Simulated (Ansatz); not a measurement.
## Nudged elastic band, with input and output: CH₈OSn (part 2 of 2)

CH₈OSn; RKS revPBE-D4/def2-mTZVP (Ansatz 0.2.0). It belongs to a series of runs on one base structure; here: band between the two ends.

Geometry of the input (Å):
```
Sn -0.7601  1.5438  0.6457
O  -0.3243  -0.0138  1.8583
H  -1.8296  0.8629  -0.5149
H  -1.5081  2.7855  1.5955
H  0.7053  2.1188  -0.0712
H  0.6414  -1.4810  -0.1589
C  0.7557  -1.5189  -1.2496
H  -0.0648  0.2994  2.7454
H  1.3714  -2.3851  -1.5271
H  1.2456  -0.6012  -1.6032
H  -0.2324  -1.6104  -1.7200
```

## Output, continued
```
NEB iter  42: max|band force component| = 6.955e-2 eV/Å  barrier→ = 1.9810 eV  barrier← = 1.6499 eV  CI = image 5  Δτ_max = 0.0203 Å  (219 SCF iters)
the calculation of the forces begins
reference -9046.54623774 eV, -332.4544422678 hartree; 22, 22 occupied and 81, 81 virtual orbitals, 1065 factors
1065 factors; their error is unknown
mean field evaluation 2400: about -8939.2726 eV, gradient 1.8e2 eV
mean field -9044.83127879 eV, -332.3914186885 hartree, gradient 2.2e-5 eV, S^2 0.000000; 1 other end points of the search recorded, 0 dependent functions left out
the calculation of the forces begins
reference -9044.83134740 eV, -332.3914212101 hartree; 22, 22 occupied and 81, 81 virtual orbitals, 1065 factors
NEB iter  43: max|band force component| = 4.226e-2 eV/Å  barrier→ = 1.9806 eV  barrier← = 1.6495 eV  CI = image 5  Δτ_max = 0.0000 Å  (519 SCF iters)
```

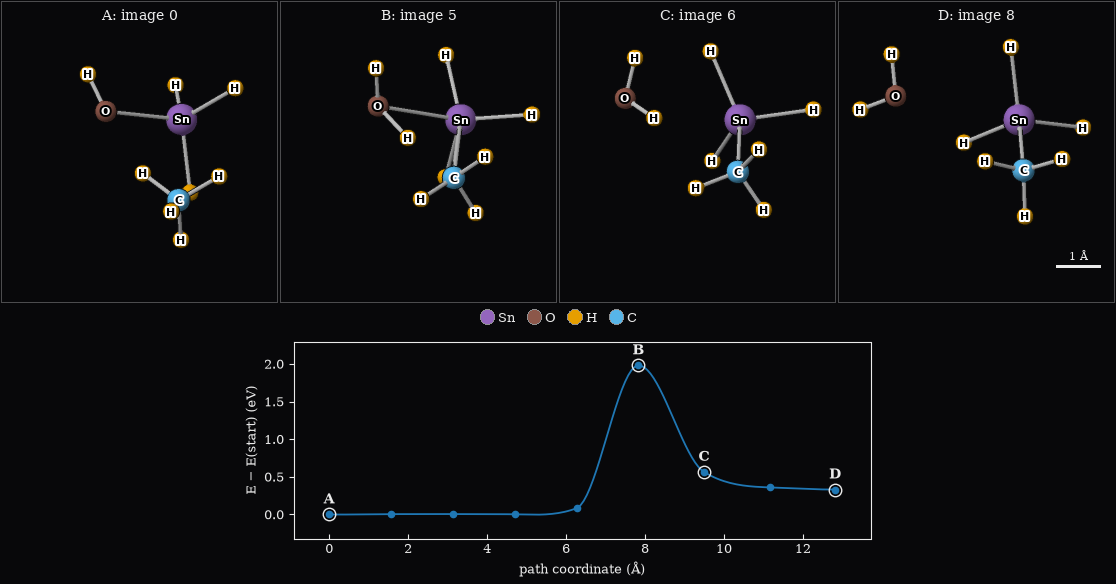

Fig. 1: Images of the last band (counted from 0; ball-and-stick, seen at a tilt) above the energy along the path; the line is a cubic interpolation that uses the forces. The highest image is number 5, 1.981 eV above the start and 1.649 eV above the end (the climbing image); the end lies 0.331 eV above the start. The path is 12.82 Å long. The band converged in 43 iterations.

```
Total energy: -9045.37023671 eV, -332.4112250271 hartree
Atom 0 at    -0.535581     1.174471     0.179178 Å, force    -0.004006     0.012124     0.004990 eV/Å
Atom 1 at     0.609015    -0.187958     1.579414 Å, force    -0.020481     0.010051     0.018834 eV/Å
Atom 2 at    -0.182093     1.685547    -1.442889 Å, force    -0.002447    -0.004823    -0.001368 eV/Å
Atom 3 at    -2.185526     0.774819     0.465338 Å, force     0.005787    -0.001902     0.001501 eV/Å
Atom 4 at    -0.048716     2.507105     1.194430 Å, force     0.004309    -0.005015    -0.001775 eV/Å
Atom 5 at     0.506685    -0.749898     0.533097 Å, force     0.011328    -0.007732    -0.000129 eV/Å
Atom 6 at     0.092713    -1.130616    -0.828637 Å, force    -0.003965    -0.013597    -0.001928 eV/Å
Atom 7 at     1.532584     0.103169     1.726046 Å, force     0.003347    -0.000042    -0.007045 eV/Å
Atom 8 at     0.232115    -2.179864    -0.508883 Å, force     0.002926     0.005108    -0.003539 eV/Å
Atom 9 at     0.867264    -0.889509    -1.569442 Å, force     0.000788     0.000693    -0.008539 eV/Å
Atom 10 at    -0.888358    -1.107267    -1.327655 Å, force     0.002414     0.005136    -0.001003 eV/Å
Dipole moment:     0.185976     0.110660    -0.043176 e Å
this run last wrote the band of iteration 43 to [file]
```

## The last band as extended XYZ (Å, eV, eV/Å)
```
11
Properties=species:S:1:pos:R:3:forces:R:3 image=0 energy=-9047.35075
Sn   -0.7601    1.5438    0.6457   -0.0055   0.0263   0.0027
O    -0.3243   -0.0138    1.8583    0.0082  -0.0042   0.0155
H    -1.8296    0.8629   -0.5149   -0.0029  -0.0005  -0.0040
H    -1.5081    2.7855    1.5955    0.0041  -0.0102  -0.0014
H     0.7053    2.1188   -0.0712   -0.0024  -0.0001  -0.0012
H     0.6414   -1.4810   -0.1589    0.0006  -0.0014  -0.0065
C     0.7557   -1.5189   -1.2496    0.0036  -0.0003   0.0046
H    -0.0648    0.2994    2.7454   -0.0038  -0.0056  -0.0131
H     1.3714   -2.3851   -1.5271   -0.0035   0.0017   0.0037
H     1.2456   -0.6012   -1.6032    0.0004  -0.0045   0.0005
H    -0.2324   -1.6104   -1.7200    0.0012  -0.0011  -0.0007
11
Properties=species:S:1:pos:R:3:forces:R:3 image=1 energy=-9047.34625
Sn   -0.7185    1.7778    0.7404    0.0001  -0.0003   0.0005
O    -0.0428    0.1292    1.6956   -0.0008  -0.0003  -0.0002
H    -1.2933    1.1461   -0.7502   -0.0012  -0.0005   0.0004
H    -1.9742    2.4949    1.6931    0.0003   0.0009   0.0005
H     0.5969    2.8833    0.5279    0.0007  -0.0007  -0.0012
H     0.5860   -1.4720   -0.2451   -0.0001  -0.0001   0.0001
C     0.6499   -1.7519   -1.3035    0.0003   0.0005  -0.0002
H     0.1824    0.3298    2.6235   -0.0003   0.0001   0.0001
H     1.1928   -2.7013   -1.4048    0.0002   0.0001   0.0000
H     1.1828   -0.9695   -1.8613    0.0005   0.0002   0.0002
H    -0.3619   -1.8664   -1.7155    0.0003   0.0001  -0.0002
11
Properties=species:S:1:pos:R:3:forces:R:3 image=2 energy=-9047.34522
Sn   -0.5851    1.8872    0.7528    0.0017  -0.0012   0.0004
O     0.3897    0.3177    1.5732   -0.0009   0.0014  -0.0005
H    -0.5893    1.4944   -0.9196   -0.0002  -0.0002   0.0001
H    -2.1801    1.9696    1.4215   -0.0002  -0.0004  -0.0004
H     0.2996    3.3353    1.0971   -0.0003   0.0004   0.0004
H     0.5677   -1.4744   -0.2832    0.0001  -0.0003   0.0002
C     0.4314   -1.8888   -1.2892    0.0001   0.0004  -0.0005
H     0.5106    0.4428    2.5333    0.0003  -0.0001   0.0002
H     0.8668   -2.8960   -1.3388   -0.0002  -0.0001   0.0003
H     0.9293   -1.2421   -2.0245   -0.0002  -0.0003  -0.0002
H    -0.6406   -1.9458   -1.5228   -0.0001   0.0004   0.0001
11
Properties=species:S:1:pos:R:3:forces:R:3 image=3 energy=-9047.34892
Sn   -0.4633    1.7957    0.6795    0.0171  -0.0253   0.0139
O     0.8558    0.4844    1.4789   -0.0298   0.0384   0.0048
H    -0.0765    1.7833   -0.9951    0.0028  -0.0005  -0.0030
H    -2.0692    1.2279    0.9848    0.0031  -0.0050  -0.0044
H    -0.2084    3.3411    1.4184    0.0019   0.0010  -0.0032
H     0.5883   -1.4835   -0.2431    0.0011   0.0033  -0.0013
C     0.1976   -1.8578   -1.1973   -0.0005  -0.0020   0.0042
H     0.9776    0.6627    2.4308    0.0076  -0.0172  -0.0135
H     0.3889   -2.9364   -1.2784   -0.0001   0.0021   0.0016
H     0.6945   -1.3379   -2.0274   -0.0023   0.0030   0.0003
H    -0.8853   -1.6794   -1.2510   -0.0007   0.0022   0.0005
11
Properties=species:S:1:pos:R:3:forces:R:3 image=4 energy=-9047.26665
Sn   -0.4832    1.5219    0.5850    0.0158   0.0577   0.0645
O     0.5932    0.2143    1.7011   -0.0206   0.0681   0.0217
H     0.0567    1.6006   -1.0583    0.0464  -0.0190   0.0582
H    -2.0741    0.8781    0.6969    0.0170   0.0212   0.0288
H    -0.2936    3.0583    1.3466   -0.0474   0.0929   0.0232
H     0.3768   -1.2010    0.0226   -0.0312  -0.0754  -0.0885
C     0.1309   -1.5384   -0.9934    0.0264  -0.0633  -0.0063
H     1.5446    0.4298    1.6953   -0.0026   0.0623   0.0021
H     0.2005   -2.6318   -1.0236   -0.0027  -0.0818  -0.0884
H     0.8381   -1.0983   -1.7089    0.0065  -0.0407  -0.0233
H    -0.8896   -1.2336   -1.2634   -0.0077  -0.0221   0.0080
11
Properties=species:S:1:pos:R:3:forces:R:3 image=5 energy=-9045.37017
Sn   -0.5356    1.1745    0.1792   -0.0040   0.0121   0.0050
O     0.6090   -0.1880    1.5794   -0.0205   0.0101   0.0188
H    -0.1821    1.6855   -1.4429   -0.0024  -0.0048  -0.0014
H    -2.1855    0.7748    0.4653    0.0058  -0.0019   0.0015
H    -0.0487    2.5071    1.1944    0.0043  -0.0050  -0.0018
H     0.5067   -0.7499    0.5331    0.0113  -0.0077  -0.0001
C     0.0927   -1.1306   -0.8286   -0.0040  -0.0136  -0.0019
H     1.5326    0.1032    1.7260    0.0033   0.0000  -0.0070
H     0.2321   -2.1799   -0.5089    0.0029   0.0051  -0.0035
H     0.8673   -0.8895   -1.5694    0.0008   0.0007  -0.0085
H    -0.8884   -1.1073   -1.3277    0.0024   0.0051  -0.0010
11
Properties=species:S:1:pos:R:3:forces:R:3 image=6 energy=-9046.78560
Sn   -0.7046    1.0499   -0.2385   -0.0309  -0.0238  -0.0928
O     0.7623   -0.5771    2.0183    0.0616  -0.0731   0.0932
H    -0.6550    2.0317   -1.6683   -0.1197   0.0690  -0.0620
H    -2.3307    0.8285    0.2967   -0.0168   0.0202  -0.0010
H     0.1560    1.9650    0.9541    0.0768  -0.1169  -0.0784
H     0.9428   -0.9338    1.1280    0.1007  -0.0454   0.1352
C     0.0293   -0.8721   -1.0089   -0.0306   0.0750  -0.0564
H     1.4258    0.1314    2.1125   -0.0127   0.0020   0.0698
H     0.0242   -1.7294   -0.3211   -0.0618   0.0818   0.0698
H     1.0259   -0.7704   -1.4599    0.0187   0.0150   0.0215
H    -0.6759   -1.1238   -1.8128    0.0146  -0.0039  -0.0989
11
Properties=species:S:1:pos:R:3:forces:R:3 image=7 energy=-9046.99129
Sn   -0.6765    1.1008   -0.4838    0.0008   0.0010  -0.0021
O     0.5352   -0.6844    2.1710    0.0015  -0.0004   0.0029
H    -0.9249    2.2308   -1.7792   -0.0090   0.0040  -0.0024
H    -2.1743    0.8986    0.3548    0.0029   0.0009   0.0041
H     0.4770    1.8232    0.5934    0.0049  -0.0026  -0.0078
H     1.1584   -1.4037    2.3820    0.0021  -0.0086   0.0226
C     0.0419   -0.7803   -1.2835    0.0052   0.0004  -0.0055
H     1.0653    0.1248    2.2965   -0.0049   0.0005   0.0018
H     0.0970   -1.5114   -0.4686   -0.0002   0.0035  -0.0048
H     1.0414   -0.6517   -1.7204   -0.0026   0.0024  -0.0057
H    -0.6404   -1.1468   -2.0622   -0.0008  -0.0012  -0.0032
11
Properties=species:S:1:pos:R:3:forces:R:3 image=8 energy=-9047.01963
Sn   -0.6028    1.0612   -0.4762   -0.0048   0.0024  -0.0114
O     0.6375   -0.7617    2.0226    0.0014  -0.0022   0.0021
H    -1.2244    2.1089   -1.7191   -0.0013   0.0012   0.0014
H    -1.9165    0.6923    0.5889    0.0020  -0.0018   0.0002
H     0.6047    1.9554    0.3860    0.0017  -0.0011   0.0025
H     0.0074   -1.1150    2.6776   -0.0010   0.0036   0.0006
C     0.2233   -0.7227   -1.3889    0.0086   0.0077   0.0055
H     1.1757   -0.1329    2.5383    0.0016  -0.0002  -0.0002
H     0.7147   -1.3206   -0.6128   -0.0056  -0.0107  -0.0036
H     0.9564   -0.4511   -2.1605   -0.0028   0.0046   0.0020
H    -0.5760   -1.3140   -1.8557    0.0004  -0.0034   0.0009
```

## Summary

- outcome: converged
- barrier, forward: 1.981 eV
- barrier, backward: 1.649 eV
- wall time: 8.3 min (CPU time 16 min)
- peak memory: 0.21 GiB

## Notes

The order of the saddle point was not checked.
